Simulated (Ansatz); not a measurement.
# NaF (Villiaumite): band gap by G0W0 on PBE

How far does one-shot GW move the PBE gap of NaF (Villiaumite)?

Program: Ansatz 0.2.0. Level of theory: PBE, then G0W0 on it, plane waves, PAW. Results are calculated unless marked as measured.

The database entry behind the starting cell differs from later determinations by our own check (0.1 to 0.3 % short, probably kX units), so it need not match the best structure at ambient conditions.

In doubt: masses and optical values from hybrid runs of this build are listed as unsure (in some of the runs), which bears on the screening that GW takes from such a start.

## 1. Starting point

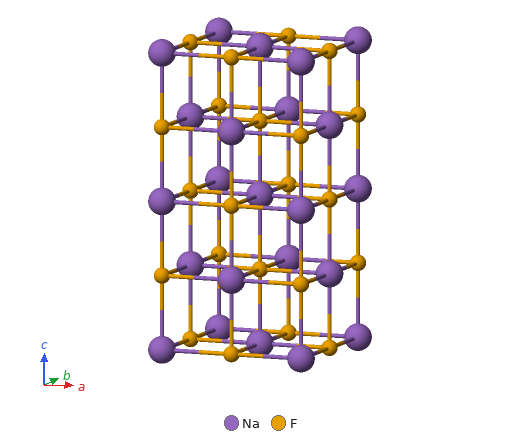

The starting structure, seen slightly off an axis (sodium purple, fluorine orange). 1×1×2 cells are drawn. This picture shows the conventional cell, with its axes. Some periodic images of atoms are drawn too.

Coordinates:

```cif
data_structure
_symmetry_space_group_name_H-M 'P 1'
_symmetry_Int_Tables_number 1
_cell_length_a 3.2668
_cell_length_b 3.2668
_cell_length_c 3.2668
_cell_angle_alpha 60.000
_cell_angle_beta 60.000
_cell_angle_gamma 60.000
_cell_volume 24.65
loop_
_atom_site_label
_atom_site_type_symbol
_atom_site_fract_x
_atom_site_fract_y
_atom_site_fract_z
_atom_site_occupancy
Na1 Na 0.00000 0.00000 0.00000 1
F2 F 0.50000 0.50000 0.50000 1
```

The cell and positions come from the Crystallography Open Database and are kept as given unless a step says otherwise.

## 2. The PBE band structure

Levels along a band path and on the mesh show where this functional puts the band edges.

This step: DFT, PBE, plane waves, PAW; PAW set soft_1.

File input.yaml:

```yaml
crystal:
  lattice:
    - [0.0, 2.31, 2.31]
    - [2.31, 0.0, 2.31]
    - [2.31, 2.31, 0.0]
  atoms:
    - { symbol: Na, position: [0.0, 0.0, 0.0] }
    - { symbol: F, position: [0.5, 0.5, 0.5] }
kpoints:
  mp_grid: { grid: [8, 8, 8] }
  band_path:
    path:
      - [[0.0, 0.0, 0.0], [0.5, 0.0, 0.5], [0.625, 0.25, 0.625]]
      - [[0.375, 0.375, 0.75], [0.0, 0.0, 0.0], [0.5, 0.5, 0.5], [0.5, 0.25, 0.75], [0.5, 0.0, 0.5]]
    npoints: 10
hamiltonian:
  xc: pbe
  pseudopotentials: { kind: paw, azcp: { folder: soft_1 } }
scf:
  occupations: { method: fermi_dirac, width: 0.02 }
  n_extra_bands: 4
output:
  eigenvalues: true
```

Started as:

```sh
$ ansatz run input.yaml --threads 24 --pin off --max-ram 82944MiB --backend cuda --events-out ev --progress --plain --runs-dir out --devices 1 --max-vram 78GiB
```

Numbers of over 12 decimals in the logs are rounded to 6 here.

The log of the run:

```text
scf.n_extra_bands = 4 over 8 filled bands (N_el = 16.0): the run solves 12 bands
GPUs: using 1 of 1 available (devices: 1).
Engine: ansatz 0.2.0, aarch64-unknown-linux-gnu
Pseudopotentials: kind: paw
Pseudopotential: Na, paw, valence charge 9, recommended cutoff 420 eV (normal), soft_1/Na.paw.azcp
Pseudopotential: F, paw, valence charge 7, recommended cutoff 420 eV (normal), soft_1/F.paw.azcp
Functional definition: PBE
  parameter kappa = 0.804
  parameter beta = 0.066725
  exchange = pbe_x(kappa = kappa, mu = beta*pi^2/3)
  correlation = pbe_c(beta = beta)
device memory: the entry about to start is reckoned to put 0.6 GiB on a device that reports 182.4 GiB free (of which the cap on the GPU budget leaves the run 78.0 GiB)
GPU FFT provider: cuFFT
GPU libraries: cuBLAS 13.8.1, cuFFT 12.4.0, cuSOLVER 12.3.2
GPU matrix products: emulated (plane waves: as basis.precision tells), large ones in fixed point in workspaces of 1.00 GiB
Crystal: 2 atoms, lattice volume = 24.653 Å³
Basis set: ecut = 420 eV, 531 PW (Γ)
Bands: 12, of which v1, the nominal top of the filled ones, is band 8 counted from 1 (7 counted from 0)
Symmetry: 48 space group operations
Space group: Fm-3m (ITA 225), of the structure as read, at distance tolerance 2.9e-5 Å
k-points: 29 of 512
Non-local potential: Na, projectors of the file, l = 0: 3, l = 1: 2, l = 2: 1
Non-local potential: F, projectors of the file, l = 0: 2, l = 1: 2, l = 2: 1
PAW form: soft (Blöchl's): semilocal exchange-correlation on the pseudo side does not see the compensation charge
PAW one-centre angular grid: Na, 110 points (default); XC on 64 Gauss nodes
PAW one-centre angular grid: F, 110 points (default); XC on 64 Gauss nodes
Initial density: superposition of atomic densities (chi_scale 0.1, normalization cell, long waves kept (reshape's long-wave potential 0.00 eV rms))
Initial wavefunctions: pseudopotential atomic-orbital guess
GPU buffer pool allocated for 13824 grid points (all kernels)
GPU transforms: local potential and band sums: pruned to the plane-wave sphere, on 24×24×24
Functional: x = pbe(κ = 0.804, μ = 0.219515), c = pbe(β = 0.066725)
SCF iter   1: F=—  HF=-2299.952431 eV  |F-HF|=—  |Δ(HF+E_count)|=         —  Δρ=2.02e-1  dr2=7.16e0  ethr=3.10e-3  ⟨swp⟩=6.0  Hψ=2091  notcnv=0
preconditioner: auto → none  [insulator: Δε(μ)=3.139 eV  Ē_g=17.805 eV  σ=0.020 eV  W_gap=1.00  n_scr=8 (ndim 8)  ℏωp=21.2 eV  f_vac=0.000  D(μ)=0.00/eV (n_scr^D=0)  ε∞_Penn≈2.4]
SCF iter   2: F=—  HF=-2297.608278 eV  |F-HF|=—  |Δ(HF+E_count)|=    2.34e0  Δρ=4.55e-2  dr2=5.55e-1  ethr=3.10e-3  ⟨swp⟩=3.0  Hψ=1045  notcnv=0
SCF iter   3: F=—  HF=-2297.431486 eV  |F-HF|=—  |Δ(HF+E_count)|=   1.77e-1  Δρ=9.80e-3  dr2=2.11e-2  ethr=3.10e-3  ⟨swp⟩=2.8  Hψ=623  notcnv=0
SCF iter   4: F=—  HF=-2297.425010 eV  |F-HF|=—  |Δ(HF+E_count)|=   6.48e-3  Δρ=8.15e-4  dr2=1.49e-4  ethr=1.32e-4  ⟨swp⟩=2.1  Hψ=934  notcnv=0
SCF iter   5: F=—  HF=-2297.425045 eV  |F-HF|=—  |Δ(HF+E_count)|=   3.50e-5  Δρ=2.29e-4  dr2=5.45e-6  ethr=9.28e-7  ⟨swp⟩=2.5  Hψ=571  notcnv=0
SCF iter   6: F=—  HF=-2297.425086 eV  |F-HF|=—  |Δ(HF+E_count)|=   4.07e-5  Δρ=1.20e-4  dr2=2.75e-6  ethr=3.41e-8  ⟨swp⟩=2.0  Hψ=580  notcnv=0
SCF iter   7: F=-2297.425085 eV  HF=-2297.425085 eV  |F-HF|=2.21e-9  |Δ(HF+E_count)|=   3.39e-7  Δρ=9.41e-6  dr2=1.65e-8  ethr=6.25e-10  ⟨swp⟩=2.2  Hψ=1602  notcnv=0
SCF 1 converged in 7 iterations: F = -2297.425085 eV  dr2 = 1.65e-8
  greatest PAW one-centre occupation: 0.999 electrons in one spin orbital (limit 2), on the Na atom at site 0 (counted from 0), in its partial waves of l = 0
device memory: the entry about to start is reckoned to put 0.7 GiB on a device that reports 179.7 GiB free (of which the cap on the GPU budget leaves the run 78.0 GiB)
NSCF: frozen V_eff on 62 k-points, pencils in batches of 32, up to order 56
SCF converged after 7 iterations
Free energy (F): -2297.425085 eV
Harris-Foulkes:  -2297.425085 eV  (|F-HF|=2.21e-9)
Internal energy: -2297.425085 eV  (E = F + TS)
E sigma→0 (E₀):  -2297.425085 eV
Fermi energy:    4.184667 eV
--- Per-component energies (eV) ---
  E_band       = -233.909439
  E_kinetic    = 312.947771
  E_local      = -1846.045150  (includes V_loc(G=0)·N_el)
  E_nonlocal   = 365.680615
  E_hartree    = 626.481058
  E_xc         = -115.453995
  E_vxc        = -148.167703  (∫ρ·V_xc dr)
  E_paw        = -498.199201  (= ΣΔE_a)
  E_vpaw       = -171.283146  (= ΣTr[D̂ρ^β])
  E_aug_tail   = 0.000740  (compensation charges beyond the density's cutoff)
  E_ewald      = -1142.836923
  E_smearing   = -0.000000  (= −TS)
  E_closure    = 0.000000  (closes the sum)
  Σ components = -2297.425085   (vs F -2297.425085, Δ=0.00e0)
--- Band table (eV; the first three rows and the last of 29) ---
  k-point 0: bands = [... 4 lower, -17.9345, 0.9840, 0.9840, 0.9840, 7.3492, 20.0309, 20.0309, 20.0309]
  k-point 1: bands = [... 4 lower, -17.7164, 0.6871, 0.9459, 0.9459, 7.8977, 18.2967, 20.2723, 20.2723]
  k-point 2: bands = [... 4 lower, -17.4387, 0.0820, 0.8541, 0.8541, 9.2215, 16.2072, 20.8054, 20.8054]
  k-point 28: bands = [... 4 lower, -17.4756, 0.1040, 0.1040, 0.4073, 14.2734, 14.2734, 16.3101, 17.9638]
```

The job ended after 1.5 s (1 × NVIDIA GB200 (shared by 2 runs) with 24 threads of Arm Neoverse V2, shared host; peak memory 0.93 GiB; 1.7 s of CPU time).

Numbers from this step:

```
filled bands         : 8
gap                  : 6.365 eV
valence top at       : Γ
conduction bottom at : Γ
least direct gap     : 6.365 eV
```

Over mesh and path the gap is 6.365 eV, direct, at k = Γ.

Electronic bands along the path, in eV, zero at the top of the highest nominally filled band; v1 is the highest filled band, c1 the lowest empty one:

```tsv
point	v4	v3	v2	v1	c1	c2	c3	c4
Γ	-18.92	0.00	0.00	0.00	6.37	19.05	19.05	19.05
X	-18.93	-1.29	-0.41	-0.41	13.23	13.35	13.72	19.88
U	-18.48	-1.07	-0.84	-0.37	12.90	13.31	14.83	19.47
jump to K	-18.48	-1.07	-0.84	-0.37	12.90	13.31	14.83	19.47
Γ	-18.92	0.00	0.00	0.00	6.37	19.05	19.05	19.05
L	-18.15	-1.60	-0.26	-0.26	10.85	12.56	20.21	20.21
W	-18.46	-0.88	-0.88	-0.58	13.29	13.29	15.33	16.98
X	-18.93	-1.29	-0.41	-0.41	13.23	13.35	13.72	19.88
```

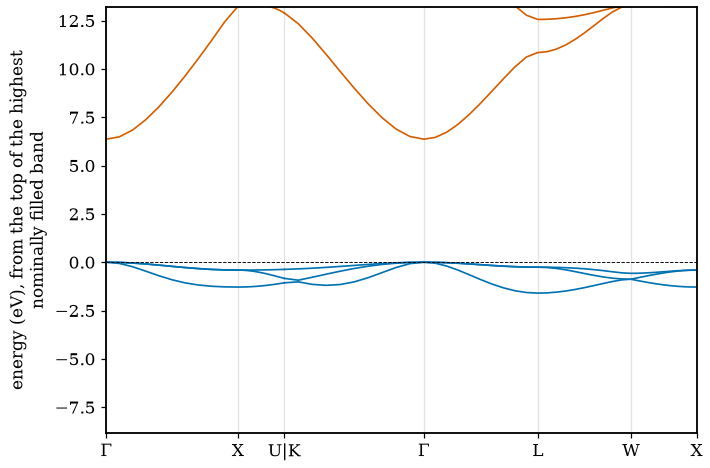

Electronic bands along the path; lines of filled and empty bands in two colours.

## 3. The quasiparticle correction

G0W0 replaces the xc potential by a self-energy built once from the orbitals of the start. Levels are corrected in the window of bands that the input names, at points of the mesh.

This step: G0W0 on PBE, plane waves, PAW; PAW set soft_1.

input.yaml, the sections that differ from step 2:

```yaml
kpoints:
  mp_grid: { grid: [6, 6, 6] }
scf:
  occupations: { method: fixed }
gw:
  n_empty_bands: 158
  ecut_chi: 200.0
  qp_bands: [v2, c2]
  qp_kpoints: band_edges
  screening: { model: contour_deformation }
# crystal, hamiltonian: as in step 2
# output: removed
```

The log of the run:

```text
GPUs: using 1 of 1 available (devices: 1).
[...]
Crystal: 2 atoms, lattice volume = 24.653 Å³
Basis set: ecut = 420 eV, 531 PW (Γ)
Bands: 12, of which v1, the nominal top of the filled ones, is band 8 counted from 1 (7 counted from 0)
[... 1 set-up line as in the run before ...]
[...]
k-points: 16 of 216
[...]
SCF iter   1: F=—  HF=-2299.953494 eV  |F-HF|=—  |Δ(HF+E_count)|=         —  Δρ=2.03e-1  dr2=7.17e0  ethr=3.10e-3  ⟨swp⟩=4.2  Hψ=1095  notcnv=0  defer=22
[...]
SCF iter   7: F=-2297.425036 eV  HF=-2297.425036 eV  |F-HF|=4.96e-10  |Δ(HF+E_count)|=   1.05e-5  Δρ=9.82e-6  dr2=1.69e-8  ethr=6.25e-10  ⟨swp⟩=4.6  Hψ=1046  notcnv=0
SCF 1 converged in 7 iterations: F = -2297.425036 eV  dr2 = 1.69e-8
[...]
NSCF: frozen V_eff on 16 k-points, pencils in batches of 32, up to order 48
the band table was solved once the SCF had ended and its energy, with any forces and stress, was formed, with the checks that follow a solve (1191 applications of the Hamiltonian). They found nothing against the state; the energy, forces and stress were not computed again (output.eigenvalues in the input reference)
[...]
NSCF: frozen V_eff on 16 k-points
G₀W₀ screening: q 1/16
[... further progress lines ...]
[...]
SCF converged after 7 iterations
Free energy (F): -2297.425036 eV
[...]
Internal energy: -2297.425036 eV  (E = F + TS)
E sigma→0 (E₀):  -2297.425036 eV
Fermi energy:    0.984376 eV
[...]
0    10     20.0310    -2.1587    -3.5221    -7.2049  0.8764    21.5794    21.5551  root
     1     7      0.9191   -31.3538     5.0803   -23.4810  0.8006    -1.9637    -1.8734  root
     1     8      0.9191   -31.3538     5.0803   -23.4810  0.8006    -1.9637    -1.8734  root
     1     9      8.2802    -7.0267    -2.7371   -11.3228  0.8898     9.8513     9.8393  root
     1    10     17.5562    -2.8028    -3.4149    -7.6641  0.8728    19.0207    19.0027  root
     2     7      0.7905   -31.1062     5.0886   -23.1940  0.8001    -2.1276    -2.0331  root
     2     8      0.7905   -31.1062     5.0886   -23.1940  0.8001    -2.1276    -2.0331  root
     2     9     10.2725    -7.2408    -2.8516   -11.8001  0.8835    11.9974    11.9802  root
     2    10     15.0487    -5.1300    -3.2622   -10.0859  0.8728    16.7682    16.7423  root
     3     7      0.7275   -30.9869     5.0929   -23.0555  0.7998    -2.2075    -2.1110  root
     3     8      0.7275   -30.9869     5.0929   -23.0555  0.7998    -2.2075    -2.1110  root
     3     9     11.8305    -5.0201    -3.0353    -9.6235  0.8899    13.4142    13.3986  root
     3    10     13.5438    -8.4641    -3.1388   -13.6387  0.8622    15.6185    15.5795  root
     4     7      0.8739   -31.2909     5.0788   -23.4089  0.8007    -2.0209    -1.9294  root
     4     8      0.8739   -31.2909     5.0788   -23.4089  0.8007    -2.0209    -1.9294  root
     4     9      8.5659    -7.2396    -2.7378   -11.5705  0.8881    10.1719    10.1590  root
     4    10     17.3446    -1.8571    -3.3640    -6.5091  0.8796    18.6468    18.6326  root
     5     7      0.7174   -30.9605     5.0767   -23.0450  0.8004    -2.2176    -2.1213  root
     5     8      0.7588   -31.0896     5.0854   -23.1733  0.8003    -2.1673    -2.0721  root
     5     9     10.1859    -7.6382    -2.8304   -12.2097  0.8817    11.9449    11.9271  root
     5    10     15.5766    -3.3872    -3.2647    -8.1160  0.8796    17.0582    17.0406  root
     6     7      0.5349   -30.5704     5.0661   -22.6281  0.8002    -2.4429    -2.3412  root ?
     6     8      0.6887   -30.9489     5.0928   -23.0087  0.7999    -2.2564    -2.1588  root
     6     9     12.1599    -6.2334    -3.0249   -10.9730  0.8818    13.8947    13.8745  root
     6    10     13.9327    -6.8799    -3.1637   -11.9075  0.8688    15.8275    15.7966  root
     7     7      0.5231   -30.5587     5.0607   -22.6195  0.8005    -2.4572    -2.3553  root ?
     7     8      0.7312   -31.0009     5.0933   -23.0700  0.7998    -2.2028    -2.1064  root
     7     9     11.5202    -7.0652    -2.9522   -11.7845  0.8799    13.3080    13.2873  root
     7    10     14.5215    -5.7835    -3.2070   -10.7376  0.8717    16.2958    16.2686  root
     8     7      0.7266   -30.9826     5.0694   -23.0771  0.8007    -2.2052    -2.1095  root
     8     8      0.8464   -31.2040     5.0874   -23.3064  0.8002    -2.0566    -1.9639  root
     8     9      9.5358    -7.5976    -2.7757   -12.0590  0.8839    11.2372    11.2215  root
     8    10     16.1527    -3.3859    -3.3110    -8.1746  0.8767    17.6499    17.6305  root
     9     7      0.6699   -30.9777     5.0879   -23.0386  0.8003    -2.2791    -2.1813  root
     9     8      0.6699   -30.9777     5.0879   -23.0386  0.8003    -2.2791    -2.1813  root
     9     9     11.2185    -7.6708    -2.9379   -12.4414  0.8780    13.0732    13.0511  root
     9    10     15.0984    -1.9318    -3.2060    -6.3811  0.8900    16.3530    16.3417  root
    10     7      0.4187   -30.4168     5.0628   -22.4550  0.8003    -2.5852    -2.4802  root ?
    10     8      0.6128   -30.8812     5.0932   -22.9237  0.8001    -2.3511    -2.2514  root
    10     9     13.0164    -7.2899    -3.1063   -12.2917  0.8724    14.9409    14.9118  root
    10    10     14.3910    -3.5743    -3.1591    -8.1767  0.8840    15.8498    15.8342  root
    11     7      0.0696   -29.7021     5.0277   -21.7113  0.8006    -3.0089    -2.8935  root ?
    11     8      0.6424   -30.8883     5.0955   -22.9350  0.7998    -2.3145    -2.2154  root
    11     9     13.2471    -6.1729    -3.0896   -11.0050  0.8764    15.0131    14.9897  root
    11    10     14.4022    -6.4621    -3.1770   -11.4412  0.8674    16.2341    16.2043  root
    12     7      0.5760   -30.8507     5.0939   -22.8840  0.8002    -2.3974    -2.2967  root ?
    12     8      0.5760   -30.8507     5.0939   -22.8840  0.8002    -2.3974    -2.2967  root ?
    12     9     14.2183    -8.0587    -3.1906   -13.2343  0.8584    16.2443    16.2032  root
    12    10     14.3361    -1.9761    -3.1520    -6.3558  0.8929    15.5739    15.5638  root
    13     7      0.4556   -30.4758     5.0594   -22.5234  0.8006    -2.5411    -2.4374  root ?
    13     8      0.6462   -30.8544     5.0861   -22.9136  0.8000    -2.3072    -2.2085  root
    13     9     11.8467    -7.5265    -2.9777   -12.3467  0.8762    13.7129    13.6891  root
    13    10     14.8047    -4.1564    -3.1947    -8.8812  0.8789    16.3539    16.3347  root
    14     7      0.2499   -30.0376     5.0417   -22.0651  0.8005    -2.7908    -2.6809  root ?
    14     8      0.5682   -30.7069     5.0836   -22.7528  0.7999    -2.4033    -2.3023  root ?
    14     9     13.4585    -5.7766    -3.1102   -10.5897  0.8776    15.1840    15.1614  root
    14    10     13.9730    -6.9906    -3.1575   -12.0212  0.8679    15.8771    15.8460  root
```

Wall time 3.2 s (1 × NVIDIA GB200 (shared by 2 runs) with 24 threads); peak memory 1.1 GiB; 12 s of CPU time.

Numbers from this step:

* bands summed: 166
* RPA ε∞ on this mesh (eigenvalues): 1.801, 1.801, 1.801
* plane waves in the screening matrix: 169
* q-points in the mesh: 216
* G0W0 gap over the corrected points: 10.60 eV
* k of the valence top: 0, 0, 0
* k of the conduction bottom: 0, 0, 0
* starting gap on the mesh: 6.365 eV
* Z at the valence top: 0.8008
* Z at the conduction bottom: 0.8962
* least direct G0W0 gap over the corrected points: 10.60 eV

Over 15 of 16 irreducible mesh points the G0W0 gap is 10.602 eV, direct, at k = Γ. The PBE gap of this run on the mesh is 6.365 eV. The two states that bound the G0W0 gap lie that far apart at the start, so the correction of the gap is 10.602 − 6.365 = +4.237 eV. The start of this run differs from the step before in mesh (8×8×8 and 6×6×6). The program marks 9 of the 60 corrected levels as in doubt (energies apart), neither edge state among them.

Labels follow the order of the start: v1 is the top filled band, c1 the lowest empty one; levels that stay degenerate share a row, the window can cut a multiplet, doubted levels are not marked in this list, bands outside the window were not corrected, and the list may be a part of the corrected levels. The levels before and after the correction (eV, zero at the valence-band top of each column):

```tsv
	conduction bottom	valence top
Kohn-Sham	6.36	0.00
G0W0	10.60	0.00
```

```tsv
	level	occupation	energy (eV)
Kohn-Sham	Γ v2-v1	2	0.000
Kohn-Sham	Γ c1	0	6.365
Kohn-Sham	Γ c2	0	19.047
G0W0	Γ v2-v1	2	0.000
G0W0	Γ c1	0	10.601
G0W0	Γ c2	0	23.346
```

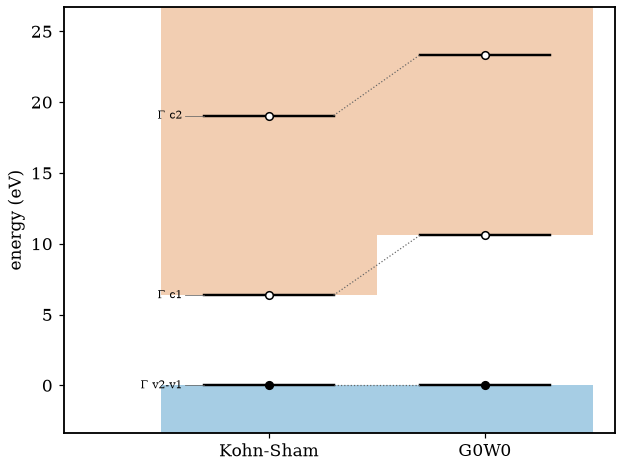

Levels before and after the correction. Shaded: valence and conduction bands. Filled marks are occupied levels, open marks empty ones.

The parts of the quasiparticle energy for the two states that bound the G0W0 gap, in eV on the run's own scale (QP = start + Σx + Σc − Vxc, with Σc at the quasiparticle energy):

```tsv
edge	k	band	start	Σx	Σc	Vxc	Z	QP
valence top	Γ	7	0.984	−31.484	5.076	−23.633	0.801	−1.790
conduction bottom	Γ	9	7.349	−5.982	−2.806	−10.250	0.896	8.811
```

## 4. Side by side

Each gap is the least one over the points named; times are wall times on shared hosts, not benchmarks. A G0W0 time includes the run's own self-consistent start. Rows marked * are further runs, not shown as steps, whose inputs differ from the G0W0 step on the same start in the columns given; solver thresholds can differ too.

```tsv
level	mesh	files, cutoff	bands summed, screening	points	gap (eV)	valence top	conduction bottom	least direct gap (eV)	time
PBE	8×8×8	soft_1 PAW, 420 eV	-	mesh and path	6.365	Γ	Γ	6.365	1.5 s
G0W0@PBE*	6×6×6	soft_1 PAW, 420 eV	34, 60 eV	15 of 16 irreducible mesh points	10.528	Γ	Γ	10.528	2.5 s
G0W0@PBE*	6×6×6	soft_1 PAW, 420 eV	81, 120 eV	15 of 16 irreducible mesh points	10.422	Γ	Γ	10.422	2.4 s
G0W0@PBE	6×6×6	soft_1 PAW, 420 eV	166, 200 eV	15 of 16 irreducible mesh points	10.602	Γ	Γ	10.602	3.2 s
G0W0@PBE*	4×4×4	soft_1 PAW, 420 eV	81, 120 eV	7 of 8 irreducible mesh points	10.440	Γ	Γ	10.440	1.4 s
G0W0@PBE*	6×6×6	soft_1 PAW, 420 eV	81, 120 eV, plasmon pole	15 of 16 irreducible mesh points	10.484	Γ	Γ	10.484	2.9 s
```

## 5. What came out

| Quantity | Value |
| --- | --- |
| PBE gap over mesh and path | 6.365 eV, direct, at k = Γ |
| G0W0@PBE gap over 15 of 16 irreducible mesh points | 10.602 eV, direct, at k = Γ |
| GW settings | 6×6×6 mesh, 158 empty bands, screening to 200 eV, PAW set soft_1 files |
| known limits | finite bands, screening cutoff and k mesh; no spin-orbit coupling in G0W0 |

**Reading.** Over 15 of 16 irreducible mesh points the G0W0 gap is 10.602 eV, direct, at k = Γ. The PBE gap of this run on the mesh is 6.365 eV. The two states that bound the G0W0 gap lie that far apart at the start, so the correction of the gap is 10.602 − 6.365 = +4.237 eV. The valence state moves by −1.790 − 0.984 = −2.774 eV and the conduction state by 8.811 − 7.349 = +1.462 eV, on the run's own scale; with 34 bands the edge states move by −2.665 and +1.497 eV, so the split between the edges depends on the bands and cutoff. Both edges that PBE shows over mesh and path lie at k points where levels were corrected. Levels at other points were not corrected, so a lower G0W0 gap elsewhere in the zone is not ruled out. From 34 bands and 60 eV to 166 bands and 200 eV the gap moves by 10.602 − 10.528 = +0.074 eV (rung by rung 10.528, 10.422, 10.602 eV); bands and screening cutoff rise together, so their parts are not told apart. The gap turns back along the series (10.528, 10.422, 10.602 eV), so no line is drawn and the limit is not known. With the 4×4×4 mesh in place of the 6×6×6 mesh and all else as in the G0W0@PBE row with 81 bands, the gap differs by 10.440 − 10.422 = +0.018 eV, and that of the start by 6.364 − 6.365 = −0.001 eV. With the plasmon pole model in place of the contour deformation model and all else as in the G0W0@PBE row with 81 bands, the gap differs by 10.484 − 10.422 = +0.062 eV. G0W0 on other starts in this series, not shown as steps and not all at these settings: 11.463 eV on HSE06 (6×6×6, soft_1 PAW, 81 bands, 120 eV) and 11.687 eV on PBE0 (6×6×6, soft_1 PAW, 81 bands, 120 eV). For the G0W0 step: the program marks 9 of the 60 corrected levels as in doubt (energies apart), neither edge state among them. The G0W0 runs are scalar-relativistic. G0W0@PBE runs of this series with other atomic data on the same mesh, not shown as steps, give 10.390 eV (hard PAW, 1050 eV, 81 bands, screening to 120 eV; the table's row with the same empty bands and screening cutoff has 10.422 eV); where bands and cutoffs differ too, the part of the files is not isolated.

[Paths, hosts, dates, memory and timing lines, banners, echoed tables and standing remarks are left out of the program output.]

[Logs are printed without paths, hosts, clocks, repeated set-up lines and the standing remarks that a program may print on its own settings, such as how far it seeks lower states.]

[Runs of the session that timed out or met a known fault of the program may be left out.]

[Cells called generated may have been cut or substituted from an entry of the Crystallography Open Database or the Materials Project.]

[Hosts, paths, dates, database ids (printed as entryN), source tags and the programs' standing remarks are cut or masked in the printed files.]

[Where an RPA ε∞ is given, it is that of the G0W0 mesh and is not shown converged in it. Names of k-points follow the symmetry that the program found, which can be lower than the space group named. Band edges on a path are those of the sampled points; other points can move an edge, and change direct to indirect where valleys lie close.]

[Hybrid gaps are those of their k-mesh and are not shown converged in it.]
